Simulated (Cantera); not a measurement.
A closed system holds: 1 mol PbO, 0.45 mol O₂, 5.7 mol H₂, at 725 °C.

Method: chemical equilibrium by Gibbs-energy minimisation in Cantera with the NASA 1993 tables (ideal gas, pure condensed phases). Candidate condensed phases: H₂O, Pb, PbO, PbO₂, Pb₃O₄; 12 gas species. Equilibrium is a limit: real reactors are often held back by kinetics, nucleation or transport.

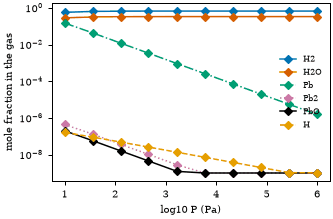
Fig. 1. Equilibrium gas composition (values under 1e-9 drawn at 1e-9)

At 0.0750 Torr nothing is condensed. From 0.270 Torr to 7500 Torr the condensed part is Pb(l). The main Pb-bearing gas is Pb throughout.
